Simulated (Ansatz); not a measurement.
# BH (SMILES [BH]) at B3LYP/def2-TZVP

Aim: the energy change on altering one bond length of BH at B3LYP/def2-TZVP, from 2 runs. 

The results are computed with Ansatz 0.2.0.

60 further runs of the same task are left out: 60 set aside as unsound or not needed.

**1. The system as given**

BH: 2 atoms, total charge 0, spin state singlet. SMILES: `[BH]`. The bond length is the measured one.

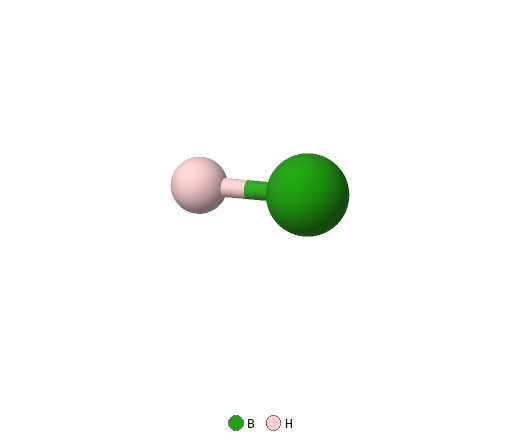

The structure, seen from a chosen angle (boron green, hydrogen pink).

**2. The energy at B3LYP/def2-TZVP**

Input file molecule.yaml:

```yaml
crystal:
  periodic: [false, false, false]
  atoms:
    - symbol: B
      position_ang: [0.000000, 0.000000, 0.000000]
    - symbol: H
      position_ang: [0.000000, 0.000000, 1.232400]
basis:
  gaussian:
    orbitals: def2-TZVP
accuracy: high
hamiltonian:
  xc: {name: B3LYP}
```

Run with:

```sh
$ ansatz run molecule.yaml --threads 1 --pin off --max-ram 2610MiB --events-out events.jsonl --progress --plain --runs-dir runs
```

Output:

```text
Warning: RAYON_NUM_THREADS=1 ignored (pool sized by the plan → 1); use --threads N
Functional definition: B3LYP
  name "B3LYP"
  parameter a0 = 0.2
  parameter ax = 0.72
  parameter ac = 0.81
  exchange = (1 - a0 - ax)*slater_x + ax*b88_x + a0*exact_x
  correlation = (1 - ac)*vwn_rpa_c + ac*lyp_c
481 factors; integrals over basis functions are off by at most 3.5e-9 eV
mean field evaluation 1: about -688.1941 eV, gradient 7.8e0 eV
mean field evaluation 2: about -688.4126 eV, gradient 2.5e0 eV
mean field evaluation 4: about -688.4351 eV, gradient 4.4e-1 eV
mean field evaluation 8: about -688.4349 eV, gradient 8.4e-3 eV
mean field evaluation 16: about -688.4349 eV, gradient 1.5e-8 eV
mean field -688.43485300 eV, -25.2995142099 hartree, gradient 1.4e-8 eV, S^2 0.000000; 0 other end points of the search recorded, 0 dependent functions left out
reference -688.43487913 eV, -25.2995151701 hartree; 3, 3 occupied and 34, 34 virtual orbitals, 481 factors
Total energy: -688.43487913 eV, -25.2995151701 hartree
```

Run time: 0.52 s. Hardware: 1 thread of Arm Neoverse V1, shared host.

**3. The distorted shape, same level**

Input file job.yaml:

```yaml
crystal:
  periodic: [false, false, false]
  atoms:
    - {symbol: B, position_ang: [0.000000, 0.000000, -0.308100]}
    - {symbol: H, position_ang: [0.000000, 0.000000, 1.232400]}
basis:
  gaussian:
    orbitals: def2-TZVP
hamiltonian:
  xc: {name: B3LYP}
accuracy: high
```

Run with:

```sh
$ ansatz run job.yaml --threads 1 --pin off --max-ram 2610MiB --events-out events.jsonl --progress --plain --runs-dir runs
```

Output (excerpt; [...] marks lines left out):

```text
Warning: RAYON_NUM_THREADS=1 ignored (pool sized by the plan → 1); use --threads N
[... 7 set-up lines as earlier in the session ...]
488 factors; integrals over basis functions are off by at most 3.6e-9 eV
mean field evaluation 1: about -687.6663 eV, gradient 6.9e0 eV
mean field evaluation 2: about -687.8370 eV, gradient 3.2e0 eV
mean field evaluation 4: about -687.8895 eV, gradient 8.6e-2 eV
mean field evaluation 8: about -687.8881 eV, gradient 9.0e-4 eV
mean field -687.88812552 eV, -25.2794223454 hartree, gradient 1.6e-8 eV, S^2 0.000000; 0 other end points of the search recorded, 0 dependent functions left out
reference -687.88815243 eV, -25.2794233344 hartree; 3, 3 occupied and 34, 34 virtual orbitals, 488 factors
Total energy: -687.88815243 eV, -25.2794233344 hartree
```

Run time: 0.48 s. Hardware: 1 thread of Arm Neoverse V1, shared host.

**4. Results**

At B3LYP/def2-TZVP:

| quantity | value |
| --- | --- |
| first shape: total energy | -25.29952 Eh |
| distorted shape: total energy | -25.27942 Eh |
| energy change with the B1–H2 bond stretched from 1.232 to 1.540 Å | 0.547 eV |

With the B1–H2 bond stretched from 1.232 to 1.540 Å the energy rises by 0.55 eV (12.6 kcal/mol). The first shape isn't relaxed at this level, so the change isn't measured from a minimum.
